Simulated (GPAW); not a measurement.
## NiO: which magnetic order is lowest

Wanted: the moments of NiO and the energy of each order that was tried.

Calculated with GPAW 26.7.0; LDA; plane waves with GPAW's PAW setups, scalar-relativistic.

### Step 1. Set-up

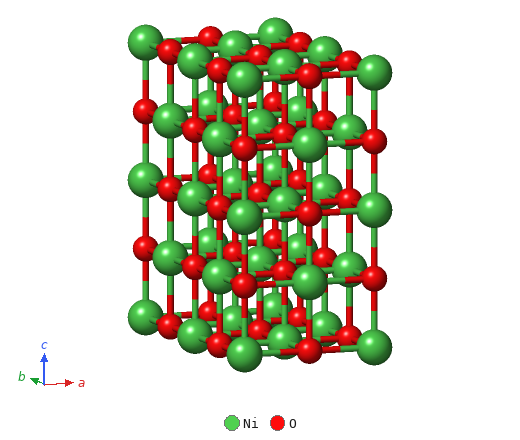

The starting structure, seen slightly off an axis (nickel green, oxygen red). 1×2×2 cells are drawn. This picture shows the conventional cell, with its axes. Some periodic images of atoms are drawn too.

Structure file:

```
Ni O
1.0
     0.00000    2.08590    2.08590
     2.08590    0.00000    2.08590
     2.08590    2.08590    0.00000
Ni O
1 1
Direct
  0.00000 0.00000 0.00000
  0.50000 0.50000 0.50000
```

### Step 2. Order 1, typed as ferro +

Parallel moments need no larger cell; this start tests for a ferromagnetic state only.

Contents of order1.py:

```python
import json
import numpy as np
from ase import Atoms
from ase.parallel import paropen, parprint
from gpaw import GPAW

atoms = Atoms(['Ni', 'O'],
    cell=[[0.0, 2.08590164, 2.08590164],
         [2.08590164, 0.0, 2.08590164],
         [2.08590164, 2.08590164, 0.0]],
    scaled_positions=[[0.0, 0.0, 0.0],
         [0.5, 0.5, 0.5]],
    pbc=True,
    magmoms=[2.0, 0.0])
atoms.calc = GPAW(mode={'name': 'pw', 'ecut': 700},
    xc='LDA',
    kpts={'size': (8, 8, 8), 'gamma': True},
    occupations={'name': 'fermi-dirac', 'width': 0.05},
    convergence={'density': 1e-06, 'energy': 1e-05},
    maxiter=200,
    symmetry={'tolerance': 1e-4},
    txt='order1.txt')
e = atoms.get_potential_energy(force_consistent=True)
res = {'free_energy': e, 'energy_sigma0': atoms.get_potential_energy(), 'fermi_energy': atoms.calc.get_fermi_level()}
res['moments'] = atoms.get_magnetic_moments().tolist()
res['total'] = atoms.get_magnetic_moment()
parprint('site moments (muB):', np.round(res['moments'], 3))
parprint(f"total moment: {res['total']:.3f} muB")
parprint(f'free energy: {e:.6f} eV')
atoms.calc.write('order1.gpw')
with paropen('results.json', 'w') as f:
    json.dump(res, f)
```

Launch:

```
OMP_NUM_THREADS=1 mpirun -n 2 gpaw python order1.py > order1.log
```

The program printed:

```text
site moments (muB): [0.599 0.079]
total moment: 0.713 muB
free energy: -15.203203 eV

--- order1.txt ---
Input parameters:
  mode=PW(ecut=700),
  convergence={'density': 1e-06, 'energy': 1e-05},
  kpts=MonkhorstPack(size=(8, 8, 8), gamma=True),
  maxiter=200,
  occupations=Occupations(name='fermi-dirac', width=0.05),
  symmetry=Symmetry(tolerance=0.0001),
  xc=XC(name='LDA')

Diagonalizing LCAO Hamiltonian
Converting LCAO to pw mode

              O

       Ni

Atoms  # Å, Bohr magnetons
|   | symbol |        x |        y |        z |    initial magnetic moments |
|---|--------|----------|----------|----------|-----------------------------|
| 0 |     Ni | 0.000000 | 0.000000 | 0.000000 | ( 0.0000,  0.0000,  2.0000) |
| 1 |      O | 2.085902 | 2.085902 | 2.085902 | ( 0.0000,  0.0000,  0.0000) |

Unit cell  # Å
| periodic |        x |        y |        z |  lengths |    angles |
|----------|----------|----------|----------|----------|-----------|
|      yes | 0.000000 | 2.085902 | 2.085902 | 2.949910 | 60.000000 |
|      yes | 2.085902 | 0.000000 | 2.085902 | 2.949910 | 60.000000 |
|      yes | 2.085902 | 2.085902 | 0.000000 | 2.949910 | 60.000000 |

Number of symmetries: 48

BZ-sampling:
  Number of BZ points: 512
  Number of IBZ points: 29

  Monkhorst-Pack size: [8, 8, 8]
  Monkhorst-Pack shift: [0.0625, 0.0625, 0.0625]

K-points  # in reciprocal-cell coordinates
|     |                                coordinates |     weight |
|-----|--------------------------------------------|------------|
|   0 | (  0.00000000,   0.00000000,   0.00000000) | 0.00195312 |
|   1 | (  0.12500000,   0.12500000,   0.00000000) | 0.01171875 |
|   2 | (  0.12500000,   0.12500000,   0.12500000) | 0.01562500 |
|   3 | (  0.25000000,   0.12500000,   0.12500000) | 0.02343750 |
|   4 | (  0.25000000,   0.25000000,   0.00000000) | 0.01171875 |
|   5 | (  0.25000000,   0.25000000,   0.12500000) | 0.04687500 |
|   6 | (  0.25000000,   0.25000000,   0.25000000) | 0.01562500 |
|   7 | (  0.37500000,   0.25000000,  -0.37500000) | 0.04687500 |
|   8 | (  0.37500000,   0.25000000,   0.12500000) | 0.04687500 |
|   9 | (  0.37500000,   0.25000000,   0.25000000) | 0.04687500 |
| ... |                                            |            |
|  28 | (  0.50000000,   0.50000000,   0.50000000) | 0.00781250 |

Plane wave coefficients: 778
Cutoff: 700.0 eV

Spin-components: 2 (collinear spins)
Bands:           16
Projectors:      11
Spin-degeneracy: 1
Datatype:        complex128

Parallelization:
  kpt:    2
  domain: 1
  band:   1

Density:
  Valence electrons: 22.0
  Components: 2
  Grid points: [18 18 18]
  Charge: 0.0  # |e|

Potential:
  Grid points: [18 18 18]

species:
  Ni:
    name:    Nickel
    Z:       28.0
    valence: 16
    core:    12
    charge:  0.0  # [|e|]
    compensation charges:
      type: gauss
      rc: 0.36  # [Å]
      lmax: 2
    cutoffs:
      filter: 2.14  # [Å]
      core: 1.98  # [Å]
    projectors
    | kind |    occ | energy [eV] | rcut [Å] |
    |------|--------|-------------|----------|
    |   4s |  2.000 |      -5.858 |    1.164 |
    |   3p |  6.000 |     -71.266 |    1.207 |
    |   4p |  0.000 |      -1.338 |    1.207 |
    |   3d |  8.000 |      -9.141 |    1.138 |
    |    s |        |      21.353 |    1.164 |
    |    d |        |      18.071 |    1.138 |

    Using partial waves for Ni as LCAO basis

  O:
    name:    Oxygen
    Z:       8.0
    valence: 6
    core:    2
    charge:  0.0  # [|e|]
    compensation charges:
      type: gauss
      rc: 0.21  # [Å]
      lmax: 2
    cutoffs:
      filter: 1.17  # [Å]
      core: 0.83  # [Å]
    projectors
    | kind |    occ | energy [eV] | rcut [Å] |
    |------|--------|-------------|----------|
    |   2s |  2.000 |     -23.752 |    0.688 |
    |   2p |  4.000 |      -9.195 |    0.598 |
    |    s |        |       3.459 |    0.688 |
    |    p |        |      18.016 |    0.598 |
    |    d |        |       0.000 |    0.619 |

    Using partial waves for O as LCAO basis

Reference energy: -43328.503938  # eV

eigensolver:
  PPCG
  Converge bands: occupied
  niter=2

density mixing:
  MSR1-Mixer
  Pratt-step length: 0.05
  Maximum mixing coefficient: 0.75
  Old densities: 10
  SVD Regularization: 0.005
  Good broyden scale: 1.0
  Trust region scale: 1.0
  Backstep threshold: 4.0
  History deletion threshold: 6.0
  Fourier metric: weight=20.0, sigma=0.015

occupation numbers:
  Fermi-Dirac:
    width: 0.0500  # eV

poisson solver:
  ecut: 5600.0  # eV

xc functional:
  name: None

convergence criteria:
- Maximum integral of absolute [dens]ity change: 1e-06 electrons / valence electron
- Maximum [total energy] change in last 3 cyles: 1e-05 eV / valence electron
- Maximum integral of absolute [eigenst]ate change: 4e-08 eV^2 / valence electron
maximum number of iterations: 200

SCF iterations
|iter     |      energy | eigst |  dens |  magmom |
|---------|-------------|-------|-------|---------|
|iter:   1|       0s |  -15.393801 | +0.40 |       |  +2.0007|
|iter:   2|       0s |  -15.278295 | -1.53 | -1.04 |  +1.9833|
|iter:   3|       1s |  -15.374043 | -1.48 | -1.06 |  +1.3930|
|iter:   4|       2s |  -15.280279 | -1.53 | -1.45 |  +1.2671|
|iter:   5|       3s |  -15.180091 | -2.29 | -1.39 |  +1.0846|
|iter:   6|       4s |  -15.190400 | -3.33 | -2.02 |  +0.8544|
|iter:   7|       4s |  -15.196398 | -3.80 | -2.29 |  +0.6811|
|iter:   8|       5s |  -15.196799 | -4.75 | -2.62 |  +0.7195|
|iter:   9|       6s |  -15.196717 | -5.97 | -3.37 |  +0.7077|
|iter:  10|       7s |  -15.196765c| -6.90 | -3.76 |  +0.7126|
|iter:  11|       8s |  -15.196767c| -8.06c| -4.42 |  +0.7127|
|iter:  12|       8s |  -15.196768c| -8.88c| -5.38 |  +0.7127|
|iter:  13|       9s |  -15.196767c| -9.01c| -5.73 |  +0.7127|
|iter:  14|       9s |  -15.196767c|-10.28c| -6.46c|  +0.7127|

Converged in 14 steps
Energy contributions relative to reference atoms: (reference = -43328.503938)

Energy contributions:
  Kinetic:          17.996310
  Coulomb:         -15.499097
  Zero:              0.194563
  External:          0.000000
  Xc:              -17.882108
  Entropy:          -0.012871
  Spinorbit:         0.000000
  ----------------------------
  Free energy:     -15.203203
  Extrapolated:    -15.196767

dipole moment: (-8.400024, -8.400024, -8.400024)  # |e|*Ang

Total magnetic moment: (0.000000, 0.000000, 0.712678)

Local magnetic moments
|        x |        y |        z |
|----------|----------|----------|
| 0.000000 | 0.000000 | 0.599458 |  # Ni   0
| 0.000000 | 0.000000 | 0.079055 |  # O    1

Fermi level: 7.608
Eigenvalues  # (at kpt = [0.000, 0.000, 0.000])
| band index |      eig [eV] | occ [0-1] |      eig [eV] | occ [0-1] |
|------------|---------------|-----------|---------------|-----------|
|          0 |       -55.794 |     1.000 |       -55.113 |     1.000 |
|        ... |               |           |               |           |
|          4 |         4.361 |     1.000 |         4.553 |     1.000 |
|          5 |         4.361 |     1.000 |         4.553 |     1.000 |
|          6 |         4.361 |     1.000 |         4.553 |     1.000 |
|          7 |         5.550 |     1.000 |         5.962 |     1.000 |
|          8 |         5.550 |     1.000 |         5.962 |     1.000 |
|          9 |         5.550 |     1.000 |         5.962 |     1.000 |
|         10 |         5.561 |     1.000 |         6.362 |     1.000 |
|         11 |         5.561 |     1.000 |         6.362 |     1.000 |
|         12 |         9.099 |     0.000 |         9.242 |     0.000 |
|         13 |        26.477 |     0.000 |        26.625 |     0.000 |
|         14 |        26.477 |     0.000 |        26.625 |     0.000 |
|         15 |        26.477 |     0.000 |        26.625 |     0.000 |

No gap
No difference between direct/indirect transitions
```

Wall time 15 s (2 MPI ranks of Arm Neoverse V1, shared host); peak memory 0.34 GiB.

Spin moment in the augmentation sphere by atom:

| atom | spin moment in the augmentation sphere (μB) |
| --- | --- |
| Ni1 | 0.599 |
| O2 | 0.079 |

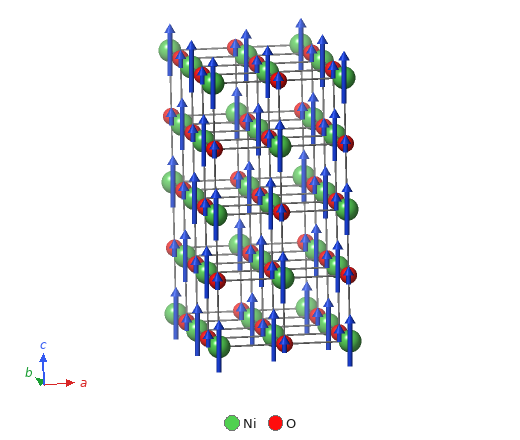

Spin moment in the augmentation sphere as arrows, the longest 0.599 μB. Up and down stand for the sign. Arrows give size and sign along the axis of quantisation, drawn up and down the page. Each arrow also spans its atom, so small moments look longer than they are. 1×2×2 conventional cells are drawn. Some periodic images of atoms are drawn too.

Read from the output:

| Item | Value |
| --- | --- |
| magnetization | 0.7127 μB |
| final state | ferromagnetic |

After 14 cycles the largest moment stands at 0.599 μB.

### Step 3. Run 2 (antiferro q=(0,1/2,1/2) +-)

Reversing part of the moments tests the sign of the couplings between them.

This order needs a doubled cell of 4 atoms. Its mesh is chosen so that both cells sample the same points.

Contents of order2.py:

```python
import json
import numpy as np
from ase import Atoms
from ase.parallel import paropen, parprint
from gpaw import GPAW

atoms = Atoms(['Ni', 'Ni', 'O', 'O'],
    cell=[[0.0, 2.08590164, 2.08590164],
         [4.17180328, 0.0, 4.17180328],
         [4.17180328, 2.08590164, 2.08590164]],
    scaled_positions=[[0.0, 0.0, 0.0],
         [0.0, 0.5, 0.0],
         [0.5, 0.0, 0.5],
         [0.5, 0.5, 0.5]],
    pbc=True,
    magmoms=[2.0, -2.0, 0.0, 0.0])
atoms.calc = GPAW(mode={'name': 'pw', 'ecut': 700},
    xc='LDA',
    kpts={'size': (8, 4, 8), 'gamma': True},
    occupations={'name': 'fermi-dirac', 'width': 0.05},
    convergence={'density': 1e-06, 'energy': 1e-05},
    maxiter=200,
    symmetry={'tolerance': 1e-4},
    txt='order2.txt')
e = atoms.get_potential_energy(force_consistent=True)
res = {'free_energy': e, 'energy_sigma0': atoms.get_potential_energy(), 'fermi_energy': atoms.calc.get_fermi_level()}
res['moments'] = atoms.get_magnetic_moments().tolist()
res['total'] = atoms.get_magnetic_moment()
parprint('site moments (muB):', np.round(res['moments'], 3))
parprint(f"total moment: {res['total']:.3f} muB")
parprint(f'free energy: {e:.6f} eV')
atoms.calc.write('order2.gpw')
with paropen('results.json', 'w') as f:
    json.dump(res, f)
```

Launch:

```
OMP_NUM_THREADS=1 mpirun -n 2 gpaw python order2.py > order2.log
```

The program printed:

```text
UserWarning: The angles between your unit-cell vectors are 30.0, 54.7 and 60.0 degrees.  Results may be wrong!  Please Niggli-reduce your unit-cell so that the angles are closer to 90 degrees:

  from ase.build import niggli_reduce
  niggli_reduce(atoms)

UserWarning: The angles between your unit-cell vectors are 30.0, 54.7 and 60.0 degrees.  Results may be wrong!  Please Niggli-reduce your unit-cell so that the angles are closer to 90 degrees:

  from ase.build import niggli_reduce
  niggli_reduce(atoms)

UserWarning: Initial realspace grid (18,36,32) inconsistent with symmetries.
UserWarning: Initial realspace grid (18,36,32) inconsistent with symmetries.
UserWarning: Using symmetrized grid: (36,36,36).

UserWarning: Using symmetrized grid: (36,36,36).

site moments (muB): [ 0.488 -0.487 -0.023  0.023]
total moment: 0.000 muB
free energy: -30.394433 eV

--- order2.txt ---
Input parameters:
  mode=PW(ecut=700),
  convergence={'density': 1e-06, 'energy': 1e-05},
  kpts=MonkhorstPack(size=(8, 4, 8), gamma=True),
  maxiter=200,
  occupations=Occupations(name='fermi-dirac', width=0.05),
  symmetry=Symmetry(tolerance=0.0001),
  xc=XC(name='LDA')

Diagonalizing LCAO Hamiltonian
Converting LCAO to pw mode

                   O

              O

            Ni

       Ni

Atoms  # Å, Bohr magnetons
|   | symbol |        x |        y |        z |    initial magnetic moments |
|---|--------|----------|----------|----------|-----------------------------|
| 0 |     Ni | 0.000000 | 0.000000 | 0.000000 | ( 0.0000,  0.0000,  2.0000) |
| 1 |     Ni | 2.085902 | 0.000000 | 2.085902 | ( 0.0000,  0.0000, -2.0000) |
| 2 |      O | 2.085902 | 2.085902 | 2.085902 | ( 0.0000,  0.0000,  0.0000) |
| 3 |      O | 4.171803 | 2.085902 | 4.171803 | ( 0.0000,  0.0000,  0.0000) |

Unit cell  # Å
| periodic |        x |        y |        z |  lengths |    angles |
|----------|----------|----------|----------|----------|-----------|
|      yes | 0.000000 | 2.085902 | 2.085902 | 2.949910 | 30.000000 |
|      yes | 4.171803 | 0.000000 | 4.171803 | 5.899821 | 54.735610 |
|      yes | 4.171803 | 2.085902 | 2.085902 | 5.109395 | 60.000000 |

Number of symmetries: 4

BZ-sampling:
  Number of BZ points: 256
  Number of IBZ points: 78

  Monkhorst-Pack size: [8, 4, 8]
  Monkhorst-Pack shift: [0.0625, 0.125, 0.0625]

Plane wave coefficients: 1556
Cutoff: 700.0 eV

Spin-components: 2 (collinear spins)
Bands:           31
Projectors:      22
Spin-degeneracy: 1
Datatype:        complex128

Parallelization:
  kpt:    2
  domain: 1
  band:   1

Density:
  Valence electrons: 44.0
  Components: 2
  Grid points: [36 36 36]
  Charge: 0.0  # |e|

Potential:
  Grid points: [36 36 36]

[... setups left out ...]
Reference energy: -86657.007876  # eV

eigensolver:
  PPCG
  Converge bands: occupied
  niter=2

density mixing:
  MSR1-Mixer
  Pratt-step length: 0.05
  Maximum mixing coefficient: 0.75
  Old densities: 10
  SVD Regularization: 0.005
  Good broyden scale: 1.0
  Trust region scale: 1.0
  Backstep threshold: 4.0
  History deletion threshold: 6.0
  Fourier metric: weight=20.0, sigma=0.015

occupation numbers:
  Fermi-Dirac:
    width: 0.0500  # eV

poisson solver:
  ecut: 5600.0  # eV

xc functional:
  name: None

convergence criteria:
- Maximum integral of absolute [dens]ity change: 1e-06 electrons / valence electron
- Maximum [total energy] change in last 3 cyles: 1e-05 eV / valence electron
- Maximum integral of absolute [eigenst]ate change: 4e-08 eV^2 / valence electron
maximum number of iterations: 200

SCF iterations
|iter     |      energy | eigst |  dens |  magmom |
|---------|-------------|-------|-------|---------|
|iter:   1|       0s |  -30.732378 | +0.41 |       |  +0.0000|
|iter:   2|      21s |  -30.512352 | -1.32 | -1.05 |  -0.0000|
|iter:   3|      42s |  -30.699222 | -1.45 | -1.07 |  +0.0000|
|iter:   4|      64s |  -30.607851 | -1.45 | -1.45 |  -0.0000|
|iter:   5|      85s |  -30.349973 | -2.11 | -1.35 |  +0.0000|
|iter:   6|     107s |  -30.375595 | -3.14 | -1.96 |  -0.0000|
|iter:   7|     128s |  -30.378532 | -4.26 | -2.35 |  +0.0000|
|iter:   8|     149s |  -30.379002 | -4.82 | -2.71 |  -0.0000|
|iter:   9|     170s |  -30.378910 | -5.03 | -3.07 |  +0.0004|
|iter:  10|     192s |  -30.378855c| -5.56 | -2.95 |  +0.0000|
|iter:  11|     213s |  -30.378499c| -5.54 | -3.23 |  +0.0002|
|iter:  12|     234s |  -30.378105 | -5.73 | -3.40 |  +0.0004|
|iter:  13|     255s |  -30.378022 | -7.07 | -4.14 |  +0.0004|
|iter:  14|     276s |  -30.378054c| -7.76c| -4.42 |  +0.0004|
|iter:  15|     298s |  -30.378060c| -8.28c| -4.57 |  +0.0004|
|iter:  16|     319s |  -30.378081c| -8.28c| -4.85 |  +0.0003|
|iter:  17|     332s |  -30.378089c| -7.55c| -5.21 |  +0.0003|
|iter:  18|     342s |  -30.378084c| -7.96c| -5.61 |  +0.0003|
|iter:  19|     352s |  -30.378083c| -8.84c| -5.92 |  +0.0003|
|iter:  20|     361s |  -30.378083c| -9.46c| -6.08c|  +0.0003|

Converged in 20 steps
Energy contributions relative to reference atoms: (reference = -86657.007876)

Energy contributions:
  Kinetic:          35.903113
  Coulomb:         -30.995169
  Zero:              0.388439
  External:          0.000000
  Xc:              -35.658115
  Entropy:          -0.032701
  Spinorbit:         0.000000
  ----------------------------
  Free energy:     -30.394433
  Extrapolated:    -30.378083

dipole moment: (-20.113519, -8.398235, -28.511756)  # |e|*Ang

Total magnetic moment: (0.000000, 0.000000, 0.000282)

Local magnetic moments
|        x |        y |         z |
|----------|----------|-----------|
| 0.000000 | 0.000000 |  0.487503 |  # Ni   0
| 0.000000 | 0.000000 | -0.487265 |  # Ni   1
| 0.000000 | 0.000000 | -0.022591 |  # O    2
| 0.000000 | 0.000000 |  0.022622 |  # O    3

Fermi level: 7.587
Eigenvalues  # (at kpt = [0.000, 0.000, 0.000])
| band index |      eig [eV] | occ [0-1] |      eig [eV] | occ [0-1] |
|------------|---------------|-----------|---------------|-----------|
|          0 |       -55.727 |     1.000 |       -55.727 |     1.000 |
|        ... |               |           |               |           |
|         16 |         5.744 |     1.000 |         5.744 |     1.000 |
|         17 |         5.782 |     1.000 |         5.782 |     1.000 |
|         18 |         5.788 |     1.000 |         5.788 |     1.000 |
|         19 |         5.881 |     1.000 |         5.881 |     1.000 |
|         20 |         6.575 |     1.000 |         6.575 |     1.000 |
|         21 |         6.963 |     1.000 |         6.963 |     1.000 |
|         22 |         6.963 |     1.000 |         6.963 |     1.000 |
|         23 |         7.073 |     1.000 |         7.073 |     1.000 |
|         24 |         9.166 |     0.000 |         9.166 |     0.000 |
|         25 |        13.739 |     0.000 |        13.739 |     0.000 |
|         26 |        17.963 |     0.000 |        17.963 |     0.000 |
|         27 |        20.109 |     0.000 |        20.109 |     0.000 |
|         28 |        24.010 |     0.000 |        24.010 |     0.000 |
|         29 |        24.010 |     0.000 |        24.010 |     0.000 |
|         30 |        26.552 |     0.000 |        26.552 |     0.000 |

No gap
No difference between direct/indirect transitions
```

Elapsed: 6.8 min, on 2 MPI ranks; peak memory 0.79 GiB; 14 min of CPU time.

The program warns that the cell vectors are strongly skewed. A reduced cell would be the safer input.

Spin moment in the augmentation sphere by atom:

```csv
atom,spin moment in the augmentation sphere (μB)
Ni1,0.488
Ni2,-0.487
O3,-0.023
O4,0.023
```

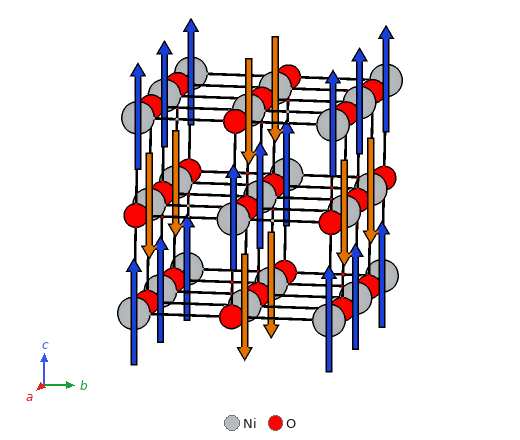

Spin moment in the augmentation sphere as arrows, the longest 0.488 μB. Up and down stand for the sign. Arrows give size and sign along the axis of quantisation, drawn up and down the page. The two directions have two colours. 2×1×1 conventional cells are drawn. Some periodic images of atoms are drawn too.

This step gave:

- magnetization: 0 μB
- final state: antiferromagnetic

It lies 5.99 meV a seeded atom over the first start, and its largest moment is 0.488 μB against 0.599 μB.

(Part 1 of 2 ends here.)

[Logs and program files are shortened in this print: banners, set-up blocks, solver, clock and traceback lines can be left out without a mark of their own.]

[Logs are printed without paths, hosts, clocks, repeated set-up lines and the standing remarks that a program may print on its own settings, such as how far it seeks lower states.]

[Hosts, paths, dates, database ids (printed as entryN), source tags and the programs' standing remarks are cut or masked in the printed files.]

[Where a cell is said to come from a database of computed structures, the database is the Materials Project.]
